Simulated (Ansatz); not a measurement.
# BGaH6Si: small, medium and large basis sets

How large a basis does BGaH6Si need? Two functionals are run in growing sets.

Computed with Ansatz 0.2.0, Gaussian basis. Level: one geometry, several basis sets.

Levels to be run: PBE0-D4/def2-SVP; ωB97M-V/def2-SVP; PBE0-D4/def2-QZVPP; ωB97M-V/def2-QZVPP; the functionals' def2-TZVPP values are taken from earlier runs.

### 1 Structure used throughout

An earlier PBE0-D4 in a triple-zeta def2 set relaxation fixed the geometry.

SMILES `[BH2][GaH][SiH3]`, 9 atoms, charge 0, spin multiplicity 1.

Atoms are counted from 1 here; the program's logs count them from 0.

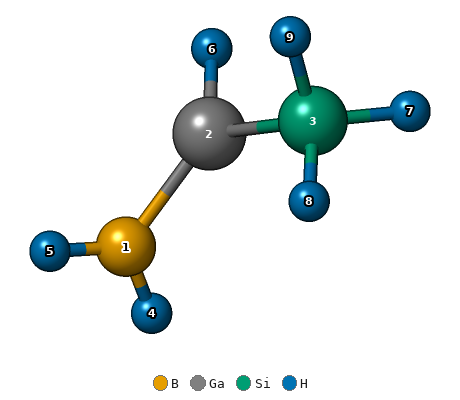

The structure; boron amber, gallium grey, silicon teal, hydrogen blue; atoms are numbered from 1 in the order of the file.

### 2 PBE0-D4 in def2-SVP

in.yaml

```yaml
crystal:
  periodic: [false, false, false]
  atoms:
    - {symbol: B, position_ang: [-1.485983, 0.688115, -1.467082]}
    - {symbol: Ga, position_ang: [0.336149, 0.689735, -0.510026]}
    - {symbol: Si, position_ang: [0.857484, -0.859011, 1.280882]}
    - {symbol: H, position_ang: [-1.697656, 0.002076, -2.426766]}
    - {symbol: H, position_ang: [-2.412773, 1.334946, -1.068201]}
    - {symbol: H, position_ang: [1.502505, 1.685860, -0.873936]}
    - {symbol: H, position_ang: [2.037135, -1.692396, 0.909265]}
    - {symbol: H, position_ang: [-0.259027, -1.785322, 1.617452]}
    - {symbol: H, position_ang: [1.210767, -0.110204, 2.521210]}
basis:
  gaussian: {orbitals: def2-SVP}
hamiltonian: {xc: pbe0, dispersion: d4}
output: {orbitals: {seedname: orbitals}}
```

Command:

```bash
$ ansatz run in.yaml --threads 2 --pin off --events-out ev --progress --plain --max-ram 4352MiB
```

Output:

```text
Functional definition: PBE0
  name "PBE0"
  cite "Adamo & Barone, J. Chem. Phys. 110, 6158 (1999) doi:10.1063/1.478522"
  cite "Perdew, Burke & Ernzerhof, Phys. Rev. Lett. 77, 3865 (1996) doi:10.1103/PhysRevLett.77.3865"
  parent pbe
  parameter a = 0.25
  parameter kappa = 0.804
  parameter beta = 0.06672455060314922
  exchange = (1 - a)*pbe_x(kappa = kappa, mu = beta*pi^2/3) + a*exact_x
  correlation = pbe_c(beta = beta)
944 factors; integrals over basis functions are off by at most 1.1e-3 eV
mean field evaluation 1: about -61005.5087 eV, gradient 2.4e1 eV
mean field evaluation 2: about -61005.7574 eV, gradient 2.6e1 eV
mean field evaluation 4: about -61006.8557 eV, gradient 6.5e-1 eV
mean field evaluation 8: about -61006.8900 eV, gradient 5.5e-2 eV
mean field -61006.88999703 eV, -2241.9618554356 hartree, gradient 6.6e-5 eV, S^2 0.000000; 0 other end points of the search recorded, 0 dependent functions left out
reference -61006.89002824 eV, -2241.9618565827 hartree; 28, 28 occupied and 66, 66 virtual orbitals, 944 factors
Total energy: -61007.03017251 eV, -2241.9670067893 hartree
```

Wall time 1.8 s (2 threads of Arm Neoverse V1, shared host).

### 3 ωB97M-V in def2-SVP

Changes to in.yaml since step 2:

```diff
@@ -14,3 +14,3 @@
   gaussian: {orbitals: def2-SVP}
-hamiltonian: {xc: pbe0, dispersion: d4}
+hamiltonian: {xc: {name: wB97M-V}}
 output: {orbitals: {seedname: orbitals}}
```

Launched as before.

Output:

```text
Functional definition: wB97M-V
  name "wB97M-V"
  cite "Mardirossian & Head-Gordon, J. Chem. Phys. 144, 214110 (2016) doi:10.1063/1.4952647"
  cite "Becke, J. Chem. Phys. 107, 8554 (1997) doi:10.1063/1.475007"
  cite "Vydrov & Van Voorhis, J. Chem. Phys. 133, 244103 (2010) doi:10.1063/1.3521275"
  # Of w^i u^j: cxij and so on, Table III.
  parameter omega = 0.3/bohr
  parameter cx = 0.15
  parameter cx01 = 1.007
  parameter cx10 = 0.259
  parameter css00 = 0.443
  parameter css04 = -1.437
  parameter css10 = -4.535
  parameter css20 = -3.390
  parameter css43 = 4.278
  parameter cos00 = 1.000
  parameter cos10 = 1.358
  parameter cos20 = 2.924
  parameter cos21 = -8.812
  parameter cos60 = -1.390
  parameter cos61 = 9.142
  parameter b = 6.0
  parameter c = 0.01
  gx(w, u) = 1 - cx + cx01*u + cx10*w
  gss(w, u) = css00 + css04*u^4 + css10*w + css20*w^2 + css43*w^4*u^3
  gos(w, u) = cos00 + cos10*w + (cos20 + cos21*u)*w^2 + (cos60 + cos61*u)*w^6
  exchange = spin_sum(e_x_unif_sr(omega)*gx(b97_w, b97_u_x)) + cx*exact_x_sr(omega) + exact_x_lr(omega)
  correlation = spin_sum(e_c_pw_mod_same_spin*gss(b97_w, b97_u_same))
      + integral(e_c_pw_mod_opposite_spin*gos(b97_w_opposite, b97_u_opposite)) + vv10(b, c)
944 factors; integrals over basis functions are off by at most 1.1e-3 eV
319 factors; integrals over basis functions are off by at most 1.0e-5 eV
mean field evaluation 1: about -61012.9179 eV, gradient 2.0e1 eV
mean field evaluation 2: about -61013.4214 eV, gradient 1.7e1 eV
mean field evaluation 4: about -61013.7675 eV, gradient 5.5e-1 eV
mean field evaluation 8: about -61013.7918 eV, gradient 3.9e-2 eV
mean field evaluation 16: about -61013.7919 eV, gradient 1.0e-4 eV
mean field -61013.79186643 eV, -2242.2154944579 hartree, gradient 2.4e-5 eV, S^2 0.000000; 0 other end points of the search recorded, 0 dependent functions left out
reference -61013.79191702 eV, -2242.2154963169 hartree; 28, 28 occupied and 66, 66 virtual orbitals, 944 factors
Total energy: -61013.79191702 eV, -2242.2154963169 hartree
```

Run time: 8.5 s. Hardware: 2 threads of Arm Neoverse V1, shared host; peak memory 0.27 GiB.

### 4 PBE0-D4 in def2-QZVPP

Changes to in.yaml since step 3:

```diff
@@ -13,4 +13,4 @@
 basis:
-  gaussian: {orbitals: def2-SVP}
-hamiltonian: {xc: {name: wB97M-V}}
+  gaussian: {orbitals: "def2-QZVPP.json"}
+hamiltonian: {xc: pbe0, dispersion: d4}
 output: {orbitals: {seedname: orbitals}}
```

Launched as before.

Output:

```text
Functional definition: PBE0
  name "PBE0"
  cite "Adamo & Barone, J. Chem. Phys. 110, 6158 (1999) doi:10.1063/1.478522"
  cite "Perdew, Burke & Ernzerhof, Phys. Rev. Lett. 77, 3865 (1996) doi:10.1103/PhysRevLett.77.3865"
  parent pbe
  parameter a = 0.25
  parameter kappa = 0.804
  parameter beta = 0.06672455060314922
  exchange = (1 - a)*pbe_x(kappa = kappa, mu = beta*pi^2/3) + a*exact_x
  correlation = pbe_c(beta = beta)
1538 factors; their error is unknown
mean field evaluation 1: about -61016.5285 eV, gradient 3.1e1 eV
mean field evaluation 2: about -61016.9254 eV, gradient 3.7e1 eV
mean field evaluation 4: about -61018.5069 eV, gradient 1.3e0 eV
mean field evaluation 8: about -61018.6643 eV, gradient 3.9e-2 eV
mean field -61018.66430337 eV, -2242.3945532126 hartree, gradient 2.4e-5 eV, S^2 0.000000; 0 other end points of the search recorded, 0 dependent functions left out
reference -61018.66435338 eV, -2242.3945550504 hartree; 28, 28 occupied and 368, 368 virtual orbitals, 1538 factors
Total energy: -61018.80449764 eV, -2242.3997052570 hartree
```

Run time: 13 s. Hardware: 2 threads of Arm Neoverse V1, shared host; peak memory 1.1 GiB.

### 5 ωB97M-V in def2-QZVPP

Changes to in.yaml since step 4:

```diff
@@ -14,3 +14,3 @@
   gaussian: {orbitals: "def2-QZVPP.json"}
-hamiltonian: {xc: pbe0, dispersion: d4}
+hamiltonian: {xc: {name: wB97M-V}}
 output: {orbitals: {seedname: orbitals}}
```

Same command.

Output:

```text
Functional definition: wB97M-V
  name "wB97M-V"
  cite "Mardirossian & Head-Gordon, J. Chem. Phys. 144, 214110 (2016) doi:10.1063/1.4952647"
  cite "Becke, J. Chem. Phys. 107, 8554 (1997) doi:10.1063/1.475007"
  cite "Vydrov & Van Voorhis, J. Chem. Phys. 133, 244103 (2010) doi:10.1063/1.3521275"
  # Of w^i u^j: cxij and so on, Table III.
  parameter omega = 0.3/bohr
  parameter cx = 0.15
  parameter cx01 = 1.007
  parameter cx10 = 0.259
  parameter css00 = 0.443
  parameter css04 = -1.437
  parameter css10 = -4.535
  parameter css20 = -3.390
  parameter css43 = 4.278
  parameter cos00 = 1.000
  parameter cos10 = 1.358
  parameter cos20 = 2.924
  parameter cos21 = -8.812
  parameter cos60 = -1.390
  parameter cos61 = 9.142
  parameter b = 6.0
  parameter c = 0.01
  gx(w, u) = 1 - cx + cx01*u + cx10*w
  gss(w, u) = css00 + css04*u^4 + css10*w + css20*w^2 + css43*w^4*u^3
  gos(w, u) = cos00 + cos10*w + (cos20 + cos21*u)*w^2 + (cos60 + cos61*u)*w^6
  exchange = spin_sum(e_x_unif_sr(omega)*gx(b97_w, b97_u_x)) + cx*exact_x_sr(omega) + exact_x_lr(omega)
  correlation = spin_sum(e_c_pw_mod_same_spin*gss(b97_w, b97_u_same))
      + integral(e_c_pw_mod_opposite_spin*gos(b97_w_opposite, b97_u_opposite)) + vv10(b, c)
1513 factors; their error is unknown
365 factors; integrals over basis functions are off by at most 1.1e-5 eV
mean field evaluation 1: about -61024.3067 eV, gradient 2.5e1 eV
mean field evaluation 2: about -61025.0399 eV, gradient 2.5e1 eV
mean field evaluation 4: about -61025.5267 eV, gradient 9.9e-1 eV
mean field evaluation 8: about -61025.6228 eV, gradient 3.0e-1 eV
mean field evaluation 16: about -61025.6229 eV, gradient 5.8e-5 eV
mean field -61025.62287960 eV, -2242.6502761723 hartree, gradient 5.9e-5 eV, S^2 0.000000; 0 other end points of the search recorded, 0 dependent functions left out
reference -61025.62295999 eV, -2242.6502791268 hartree; 28, 28 occupied and 368, 368 virtual orbitals, 1513 factors
Total energy: -61025.62295999 eV, -2242.6502791268 hartree
```

Run time: 29 s. Hardware: 2 threads of Arm Neoverse V1, shared host; peak memory 1.4 GiB.

### 6 Functionals by basis

The def2-TZVPP values come from earlier runs at the same geometry.

```csv
functional,basis,functions,energy (eV),from the largest (eV),HOMO (eV),LUMO (eV)
PBE0-D4,def2-SVP,94,-61007.0302,11.774,-7.22,-2.23
PBE0-D4,def2-TZVPP,205,-61017.3117,1.493,-7.21,-2.27
PBE0-D4,def2-QZVPP,396,-61018.8045,0.000,-7.21,-2.28
ωB97M-V,def2-SVP,94,-61013.7919,11.831,-9.18,-0.21
ωB97M-V,def2-TZVPP,205,-61024.1731,1.450,-9.20,-0.37
ωB97M-V,def2-QZVPP,396,-61025.6230,0.000,-9.20,-0.42
```

### 7 What came out

```
                                       quantity           value
PBE0-D4: double and triple zeta above quadruple  11.77, 1.49 eV
ωB97M-V: double and triple zeta above quadruple  11.83, 1.45 eV
```

What this shows: For PBE0-D4 the step from double to triple zeta gains 10.28 eV and the next only 1.49 eV. Total energies overstate the basis error of differences, where much of it tends to cancel.

For PBE0-D4 the largest set took about 7 times as long as the smallest (13 s against 1.8 s).
